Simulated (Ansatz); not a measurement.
Input file:

```
crystal:
  periodic: [false, false, false]
  atoms:
    - {symbol: C, position_ang: [-0.737010, 1.250482, -0.288553]}
    - {symbol: Ge, position_ang: [-0.061296, -0.560874, -0.348392]}
    - {symbol: N, position_ang: [1.507287, -0.659983, 0.573847]}
    - {symbol: Cl, position_ang: [-1.607669, -1.823162, 0.540475]}
    - {symbol: H, position_ang: [-0.899771, 1.547430, 0.748228]}
    - {symbol: H, position_ang: [-0.017523, 1.929536, -0.747941]}
    - {symbol: H, position_ang: [-1.685582, 1.311178, -0.821685]}
    - {symbol: H, position_ang: [0.178522, -1.143543, -1.746555]}
    - {symbol: H, position_ang: [1.948346, -1.569103, 0.564140]}
    - {symbol: H, position_ang: [1.457796, -0.333362, 1.529237]}
basis:
  gaussian: {orbitals: def2-TZVPP}
hamiltonian: {xc: pbe0, dispersion: d4}
output: {orbitals: {seedname: orbitals}}
```

Command:

```sh
ansatz run in.yaml --threads 4 --pin off --events-out ev --progress --plain --max-ram 10444MiB
```

Geometry: PBE0-D4/def2-TZVP.

The calculation used RKS PBE0-D4/def2-TZVPP (Ansatz 0.2.0).

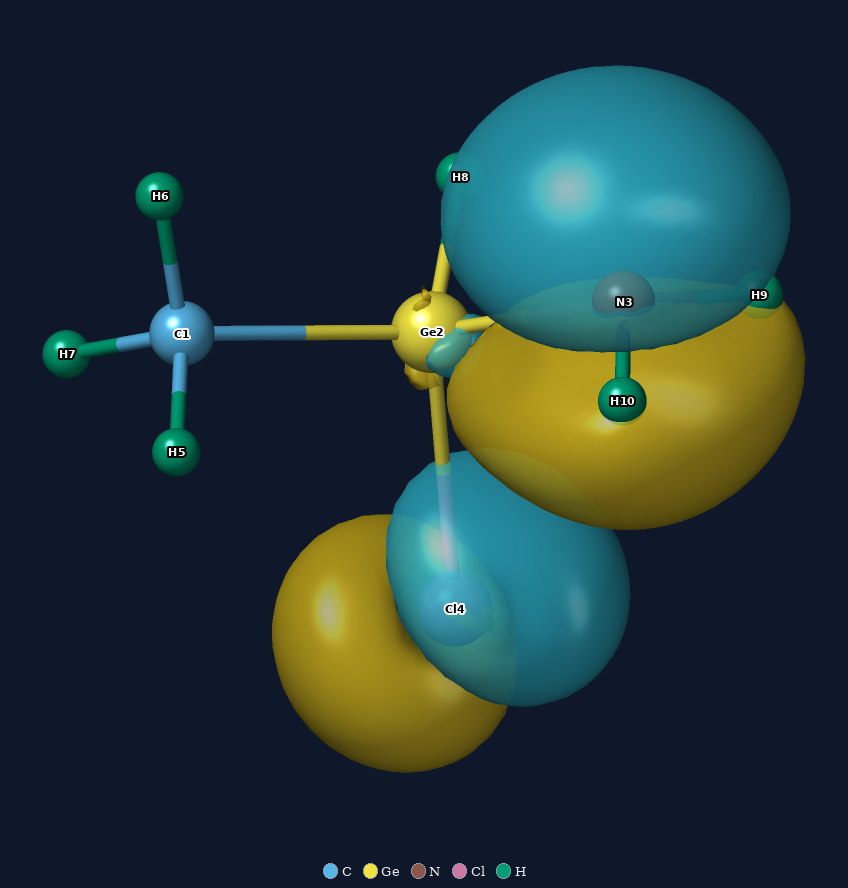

CH$_{6}$ClGeN (SMILES [CH3][GeH]([NH2])[Cl]). The HOMO at ±0.1 Å⁻³ᐟ² (yellow and cyan are the two phases), seen from one side.

Where does this orbital lie, and at what energy?

It lies mainly on N3 (about 65 %), Cl4 (about 20 %) and Ge2 (about 10 %). Its energy is −7.75 eV.
